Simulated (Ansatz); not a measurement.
**Run report: WH$_{2}$Cl$_{5}$OF, geometry relaxation (part 1 of 2)**

The run: geometry relaxation of WH$_{2}$Cl$_{5}$OF. Method and program: RKS PBE/def2-SVP (Ansatz 0.2.0).

The input holds or restrains some coordinates. It belongs to a series of runs on one base structure; here: pulled along the bonds that form and break, towards end B. Figures and captions count atoms from 1; the log counts them from 0 in places.

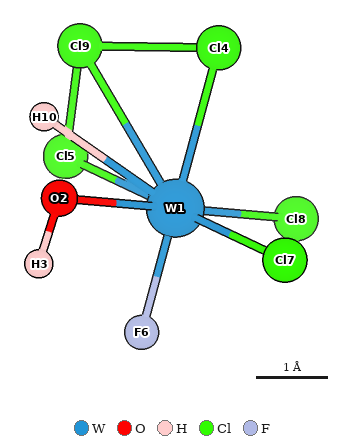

Fig. 1: The input geometry (ball-and-stick view, seen at a tilt; atoms are numbered from 1 in the order of the input). Sticks mark near contacts.

**Key numbers**

| quantity | value |
| --- | --- |
| outcome | converged under the restraints of the input |
| total energy | −69189.7992 eV |
| mean-field energy | −69189.7992 eV |
| largest force (length of the vector) at the end, held atoms and coordinates included | 0.930 eV/Å |
| hardware | 4 threads of Intel Xeon @ 2.50GHz (Skylake/Cascade Lake), 12 GiB of memory available, shared host |
| wall time | 1.8 min (CPU time 6.7 min) |
| peak memory | 0.36 GiB |

**Input**
```yaml
crystal:
  periodic: [false, false, false]
  atoms:
    - { symbol: W, position_ang: [0.0, 0.0, 0.0] }
    - { symbol: O, position_ang: [0.0, 0.0, 2.29] }
    - { symbol: H, position_ang: [-0.9095, -0.2814, 2.6271] }
    - { symbol: Cl, position_ang: [2.39, 0.0, 0.0] }
    - { symbol: Cl, position_ang: [0.0, 2.39, 0.0] }
    - { symbol: F, position_ang: [-1.85, 0.0, 0.0] }
    - { symbol: Cl, position_ang: [0.0, -2.39, 0.0] }
    - { symbol: Cl, position_ang: [0.0, 0.0, -2.39] }
    - { symbol: Cl, position_ang: [1.7678, 1.8416, 0.8482] }
    - { symbol: H, position_ang: [0.9192, 0.9576, 2.0562] }
basis:
  gaussian: { orbitals: def2-SVP }
hamiltonian:
  xc: pbe
relax:
  f_tol: 0.15
  max_steps: 25
  restrain:
    - { distance: [0, 8], at: 2.39, k: 30.0 }
    - { distance: [9, 1], at: 1.01, k: 30.0 }
    - { distance: [0, 1], at: 3.14, k: 30.0 }
    - { distance: [9, 8], at: 2.57, k: 30.0 }
```

Command:
```bash
ansatz run input.yaml --threads 4 --pin off --max-ram 5120MiB --backend cpu --events-out ev --progress --plain --runs-dir out
```

**Log**
```
The last accepted step is kept in [file] (removed where the run ends without a failure and the disk answers)
Engine: ansatz 0.2.0, x86_64-unknown-linux-gnu
Functional definition: PBE
  parameter kappa = 0.804
  parameter beta = 0.06672455060314922
  exchange = pbe_x(kappa = kappa, mu = beta*pi^2/3)
  correlation = pbe_c(beta = beta)
1689 factors; their error is unknown
mean field evaluation 1: about -69167.0064 eV, gradient 7.7e1 eV
mean field evaluation 2: about -68968.1011 eV, gradient 2.9e2 eV
mean field evaluation 4: about -69130.0953 eV, gradient 1.3e2 eV
mean field evaluation 8: about -69181.4555 eV, gradient 3.4e-2 eV
mean field evaluation 16: about -69179.7427 eV, gradient 8.5e0 eV
mean field evaluation 32: about -69180.2371 eV, gradient 1.6e1 eV
mean field evaluation 64: about -69181.3276 eV, gradient 5.0e-1 eV
mean field -69181.36177473 eV, -2542.3681524100 hartree, gradient 1.3e-5 eV, S^2 0.000000; 8 other end points of the search recorded, 0 dependent functions left out
the calculation of the forces begins
reference -69181.36184651 eV, -2542.3681550479 hartree; 59, 59 occupied and 101, 101 virtual orbitals, 1689 factors
relax step   1: F+E_penalty+E_count = -69181.36177473 eV  Δ(F+E_penalty+E_count) = +0.000e0 eV  max|allowed force component| = 8.506e0 eV/Å  E_restraint = 24.71854981 eV  max|allowed force component, restraints' pulls added| = 2.347e1 eV/Å  Δτ_max = 0.0000 Å  (280 SCF iters, accepted)
  distance W 0 - Cl 8 = 2.6900 Å
  distance H 9 - O 1 = 1.3478 Å
  distance W 0 - O 1 = 2.2900 Å
  distance H 9 - Cl 8 = 1.7207 Å
these checks for a lower state are left out or cut short: starts, cluster_reference, orbital_swaps, neighbouring_geometries, increment
1689 factors; their error is unknown
mean field -69182.89011964 eV, -2542.4243180496 hartree, gradient 2.5e-5 eV, S^2 0.000000; 0 other end points of the search recorded, 0 dependent functions left out
[... from here on the field's lines of each further geometry are left out, up to the last ...]
relax step   2: F+E_penalty+E_count = -69182.89011964 eV  Δ(F+E_penalty+E_count) = -1.528e0 eV  max|allowed force component| = 6.879e0 eV/Å  E_restraint = 11.60944371 eV  max|allowed force component, restraints' pulls added| = 1.488e1 eV/Å  Δτ_max = 0.1948 Å  (55 SCF iters, accepted)
relax step   3: F+E_penalty+E_count = -69184.17179298 eV  Δ(F+E_penalty+E_count) = -1.282e0 eV  max|allowed force component| = 5.833e0 eV/Å  E_restraint = 4.16217593 eV  max|allowed force component, restraints' pulls added| = 9.841e0 eV/Å  Δτ_max = 0.1949 Å  (54 SCF iters, accepted)
relax step   4: F+E_penalty+E_count = -69186.07651999 eV  Δ(F+E_penalty+E_count) = -1.905e0 eV  max|allowed force component| = 3.539e0 eV/Å  E_restraint = 0.49205418 eV  max|allowed force component, restraints' pulls added| = 3.924e0 eV/Å  Δτ_max = 0.1950 Å  (50 SCF iters, accepted)
relax step   5: F+E_penalty+E_count = -69187.56560616 eV  Δ(F+E_penalty+E_count) = -1.489e0 eV  max|allowed force component| = 1.725e0 eV/Å  E_restraint = 0.03682396 eV  max|allowed force component, restraints' pulls added| = 1.725e0 eV/Å  Δτ_max = 0.1949 Å  (50 SCF iters, accepted)
relax step   6: F+E_penalty+E_count = -69188.39937049 eV  Δ(F+E_penalty+E_count) = -8.338e-1 eV  max|allowed force component| = 9.703e-1 eV/Å  E_restraint = 0.01574538 eV  max|allowed force component, restraints' pulls added| = 8.102e-1 eV/Å  Δτ_max = 0.1948 Å  (51 SCF iters, accepted)
relax step   7: F+E_penalty+E_count = -69188.75668867 eV  Δ(F+E_penalty+E_count) = -3.573e-1 eV  max|allowed force component| = 2.057e0 eV/Å  E_restraint = 0.03143016 eV  max|allowed force component, restraints' pulls added| = 2.380e0 eV/Å  Δτ_max = 0.1948 Å  (46 SCF iters, accepted)
relax step   8: F+E_penalty+E_count = -69188.93918400 eV  Δ(F+E_penalty+E_count) = -1.825e-1 eV  max|allowed force component| = 1.717e0 eV/Å  E_restraint = 0.01798324 eV  max|allowed force component, restraints' pulls added| = 1.947e0 eV/Å  Δτ_max = 0.1944 Å  (41 SCF iters, accepted)
relax step   9: F+E_penalty+E_count = -69189.05997640 eV  Δ(F+E_penalty+E_count) = -1.208e-1 eV  max|allowed force component| = 1.151e0 eV/Å  E_restraint = 0.00419921 eV  max|allowed force component, restraints' pulls added| = 7.814e-1 eV/Å  Δτ_max = 0.1987 Å  (40 SCF iters, accepted)
relax step  10: F+E_penalty+E_count = -69189.24682606 eV  Δ(F+E_penalty+E_count) = -1.868e-1 eV  max|allowed force component| = 7.797e-1 eV/Å  E_restraint = 0.00532364 eV  max|allowed force component, restraints' pulls added| = 3.931e-1 eV/Å  Δτ_max = 0.1993 Å  (38 SCF iters, accepted)
relax step  11: F+E_penalty+E_count = -69189.37714377 eV  Δ(F+E_penalty+E_count) = -1.303e-1 eV  max|allowed force component| = 6.556e-1 eV/Å  E_restraint = 0.00781720 eV  max|allowed force component, restraints' pulls added| = 3.275e-1 eV/Å  Δτ_max = 0.1950 Å  (39 SCF iters, accepted)
relax step  12: F+E_penalty+E_count = -69189.47102570 eV  Δ(F+E_penalty+E_count) = -9.388e-2 eV  max|allowed force component| = 6.425e-1 eV/Å  E_restraint = 0.01010432 eV  max|allowed force component, restraints' pulls added| = 4.486e-1 eV/Å  Δτ_max = 0.1951 Å  (38 SCF iters, accepted)
relax step  13: F+E_penalty+E_count = -69189.53475629 eV  Δ(F+E_penalty+E_count) = -6.373e-2 eV  max|allowed force component| = 6.207e-1 eV/Å  E_restraint = 0.00595299 eV  max|allowed force component, restraints' pulls added| = 2.319e-1 eV/Å  Δτ_max = 0.1997 Å  (40 SCF iters, accepted)
relax step  14: F+E_penalty+E_count = -69189.55865071 eV  Δ(F+E_penalty+E_count) = -2.389e-2 eV  max|allowed force component| = 7.444e-1 eV/Å  E_restraint = 0.00566313 eV  max|allowed force component, restraints' pulls added| = 3.555e-1 eV/Å  Δτ_max = 0.1974 Å  (40 SCF iters, accepted)
relax step  15: F+E_penalty+E_count = -69189.58889868 eV  Δ(F+E_penalty+E_count) = -3.025e-2 eV  max|allowed force component| = 6.390e-1 eV/Å  E_restraint = 0.00500840 eV  max|allowed force component, restraints' pulls added| = 2.547e-1 eV/Å  Δτ_max = 0.1996 Å  (39 SCF iters, accepted)
relax step  16: F+E_penalty+E_count = -69189.63844736 eV  Δ(F+E_penalty+E_count) = -4.955e-2 eV  max|allowed force component| = 6.530e-1 eV/Å  E_restraint = 0.00915222 eV  max|allowed force component, restraints' pulls added| = 1.851e-1 eV/Å  Δτ_max = 0.2000 Å  (40 SCF iters, accepted)
relax step  17: F+E_penalty+E_count = -69189.67428025 eV  Δ(F+E_penalty+E_count) = -3.583e-2 eV  max|allowed force component| = 7.876e-1 eV/Å  E_restraint = 0.01653327 eV  max|allowed force component, restraints' pulls added| = 3.868e-1 eV/Å  Δτ_max = 0.1985 Å  (40 SCF iters, accepted)
relax step  18: F+E_penalty+E_count = -69189.71339779 eV  Δ(F+E_penalty+E_count) = -3.912e-2 eV  max|allowed force component| = 1.034e0 eV/Å  E_restraint = 0.02772172 eV  max|allowed force component, restraints' pulls added| = 6.961e-1 eV/Å  Δτ_max = 0.1950 Å  (40 SCF iters, accepted)
relax step  19: F+E_penalty+E_count = -69189.74254531 eV  Δ(F+E_penalty+E_count) = -2.915e-2 eV  max|allowed force component| = 1.223e0 eV/Å  E_restraint = 0.01612904 eV  max|allowed force component, restraints' pulls added| = 5.976e-1 eV/Å  Δτ_max = 0.1968 Å  (40 SCF iters, accepted)
relax step  20: F+E_penalty+E_count = -69189.79541639 eV  Δ(F+E_penalty+E_count) = -5.287e-2 eV  max|allowed force component| = 8.759e-1 eV/Å  E_restraint = 0.01639852 eV  max|allowed force component, restraints' pulls added| = 3.276e-1 eV/Å  Δτ_max = 0.1997 Å  (40 SCF iters, accepted)
relax step  21: F+E_penalty+E_count = -69189.79760727 eV  Δ(F+E_penalty+E_count) = -2.191e-3 eV  max|allowed force component| = 8.732e-1 eV/Å  E_restraint = 0.01548828 eV  max|allowed force component, restraints' pulls added| = 2.022e-1 eV/Å  Δτ_max = 0.0305 Å  (36 SCF iters, accepted)
the calculation of the forces begins
reference -69189.79919558 eV, -2542.6782219073 hartree; 59, 59 occupied and 101, 101 virtual orbitals, 1689 factors
relax step  22: F+E_penalty+E_count = -69189.79912354 eV  Δ(F+E_penalty+E_count) = -1.516e-3 eV  max|allowed force component| = 8.449e-1 eV/Å  E_restraint = 0.01547664 eV  max|allowed force component, restraints' pulls added| = 1.343e-1 eV/Å  Δτ_max = 0.0198 Å  (36 SCF iters, accepted)
  distance W 0 - Cl 8 = 2.3745 Å
  distance H 9 - O 1 = 0.9899 Å
  distance W 0 - O 1 = 3.1597 Å
  distance H 9 - Cl 8 = 2.5691 Å
1689 factors; their error is unknown
mean field evaluation 256: about -69189.7991 eV, gradient 1.5e-1 eV
```

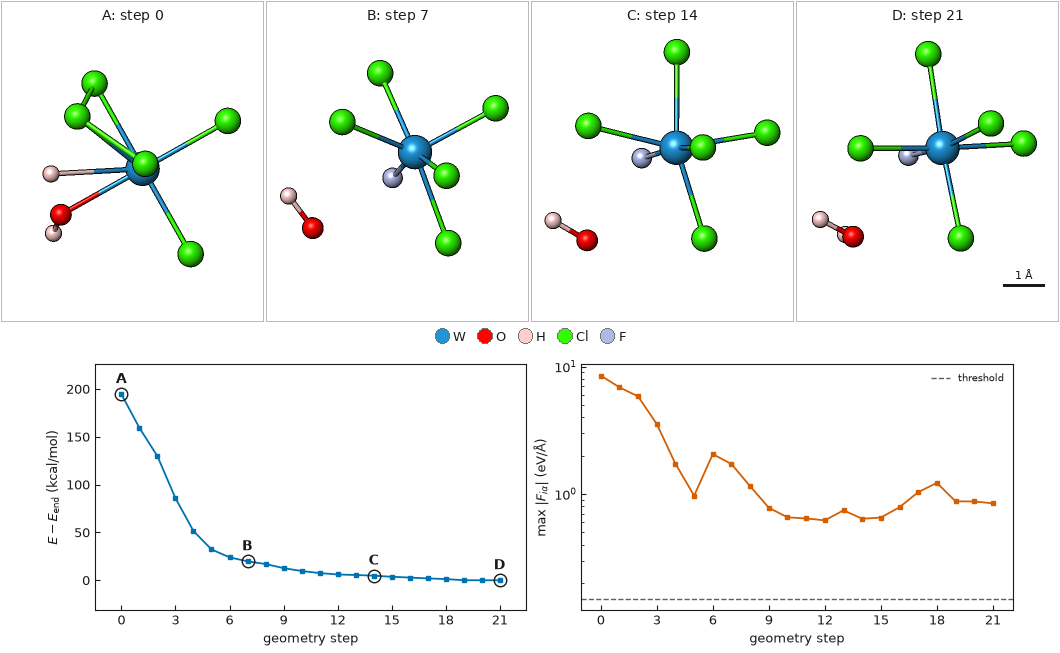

Fig. 2: Frames of the restrained relaxation (ball-and-stick view, seen at a tilt) above the curves, on which the letters mark them (the first geometry is step 0 here and step 1 in the log).

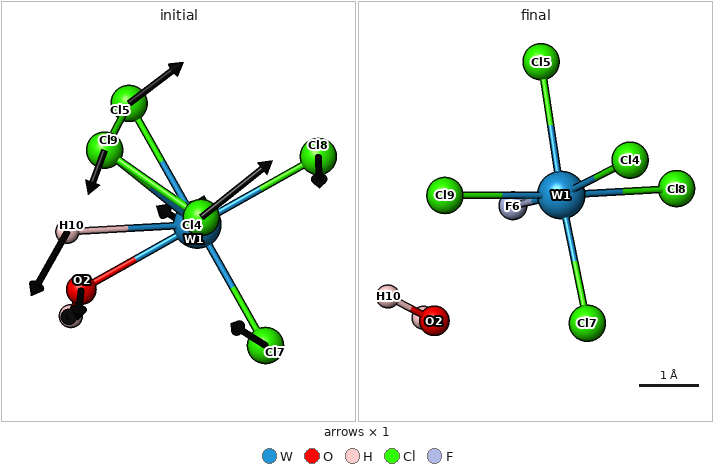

Fig. 3: Before (left) and after (right) the restrained relaxation, at one scale (ball-and-stick view, seen at a tilt). The black arrows give the displacements, at true length. The energy falls by 194.6 kcal/mol in 21 geometry steps. The largest force component goes from 8.5 to 0.84 eV/Å. The atom that moves furthest after the best rigid fit is Cl4 (1.58 Å). By element the largest moves are Cl 1.58 Å, H 1.53 Å, F 1.02 Å, W 0.71 Å, O 0.65 Å. Distances before and after: Cl5–Cl9 2.036 → 3.261 Å, Cl4–Cl9 2.121 → 3.302 Å, W1–H10 2.447 → 3.470 Å, W1–O2 2.290 → 3.160 Å. New bonds form: O2–H10 (1.35 → 0.99 Å). Bonds break: Cl4–Cl9 (2.12 → 3.30 Å), Cl5–Cl9 (2.04 → 3.26 Å), W1–O2 (2.29 → 3.16 Å). Among the angles that change: Cl8–W1–Cl9 108.4° → 177.2°, Cl5–W1–Cl9 46.8° → 87.5°, Cl4–W1–Cl9 48.9° → 89.3°. (Atoms are counted from 1 in the order of the input.)

```
mean field -69189.79912354 eV, -2542.6782192598 hartree, gradient 1.4e-5 eV, S^2 0.000000; 3 other end points of the search recorded, 0 dependent functions left out
the calculation of the forces begins
reference -69189.79919558 eV, -2542.6782219073 hartree; 59, 59 occupied and 101, 101 virtual orbitals, 1689 factors
Total energy: -69189.79919558 eV, -2542.6782219073 hartree
Atom 0 at     0.482595     0.345172    -0.339307 Å, force     0.529829     0.335393    -0.249302 eV/Å
Atom 1 at    -0.310098    -0.368428     2.634921 Å, force     0.137343     0.364032     0.844944 eV/Å
Atom 2 at    -1.266799    -0.219031     2.753552 Å, force    -0.023579     0.004926    -0.004223 eV/Å
Atom 3 at     2.410138     0.231038    -1.635396 Å, force    -0.086812    -0.000208     0.026856 eV/Å
Atom 4 at     0.176415     2.487041    -1.237071 Å, force    -0.022115    -0.026926    -0.005967 eV/Å
Atom 5 at    -1.201553     0.629526     0.440521 Å, force    -0.043260     0.017836     0.005385 eV/Å
Atom 6 at     0.905945    -1.776433     0.425067 Å, force     0.004210     0.000615     0.022099 eV/Å
Atom 7 at    -0.717654    -0.579569    -2.111663 Å, force     0.030302     0.037923     0.018918 eV/Å
Atom 8 at     1.745259     1.366485     1.392983 Å, force    -0.262157    -0.227078    -0.366165 eV/Å
Atom 9 at     0.093251     0.401999     3.107894 Å, force    -0.263762    -0.506513    -0.292544 eV/Å
Dipole moment:    -0.177933     0.023233     0.407768 e Å
```

**Trajectory as extended XYZ (Å, eV, eV/Å), 22 frames, from step=1 to step=22**
```
10
Properties=species:S:1:pos:R:3:forces:R:3 step=1 energy=-69181.36177
W     0.0000    0.0000    0.0000    1.0846  -1.2192  -0.8063
O     0.0000    0.0000    2.2900    1.2743   0.6031  -2.2448
H    -0.9095   -0.2814    2.6271    1.2754   1.3241  -0.0351
Cl    2.3900    0.0000    0.0000    2.8967  -6.8062  -3.3063
Cl    0.0000    2.3900    0.0000   -8.5058   3.3471  -4.0939
F    -1.8500    0.0000    0.0000   -0.8542  -0.0706   0.4710
Cl    0.0000   -2.3900    0.0000   -0.0749   1.0468   0.3141
Cl    0.0000    0.0000   -2.3900   -0.0155  -0.0072   0.7359
Cl    1.7678    1.8416    0.8482    4.8530   2.6858   8.1865
H     0.9192    0.9576    2.0562   -1.9334  -0.9036   0.7790
10
Properties=species:S:1:pos:R:3:forces:R:3 step=2 energy=-69182.89012
W     0.0555    0.0490   -0.1319    0.1861  -0.7458   1.2504
O     0.0335    0.0186    2.4300    2.4754   0.6697  -2.4331
H    -0.9053   -0.2690    2.6317    1.0574   1.6634  -0.0828
Cl    2.4210   -0.0613   -0.0330    2.5520  -5.9710  -2.6325
Cl   -0.0752    2.4236   -0.0390   -6.8789   2.7869  -3.0113
F    -1.8409   -0.0003    0.0039    0.6037  -0.0905   0.3623
Cl   -0.0002   -2.3750    0.0023   -0.0459   1.3075   0.1750
Cl    0.0002    0.0003   -2.3951    0.0526   0.0437  -0.4842
Cl    1.8194    1.8760    0.7816    3.1754   2.0205   5.5309
H     0.8095    0.8559    2.1809   -3.1778  -1.6844   1.3253
10
Properties=species:S:1:pos:R:3:forces:R:3 step=3 energy=-69184.17179
W     0.1203    0.1165   -0.2205   -0.3062  -0.7617   2.3228
O     0.0670    0.0216    2.5573    0.6506  -1.5175  -1.0306
H    -0.8933   -0.2454    2.6299    1.1569   1.7069  -0.3094
Cl    2.4538   -0.1357   -0.0627    2.0429  -5.2648  -2.0110
Cl   -0.1548    2.4586   -0.0698   -5.8334   2.3299  -2.1947
F    -1.8154   -0.0014    0.0076    1.6399   0.0532   0.2867
Cl   -0.0002   -2.3515    0.0034    0.0299   1.5997   0.1152
Cl    0.0020    0.0018   -2.4127    0.1012   0.1074  -1.4214
Cl    1.8479    1.8927    0.6969    2.1869   1.5218   3.6343
H     0.6902    0.7606    2.3020   -1.6687   0.2251   0.6082
```
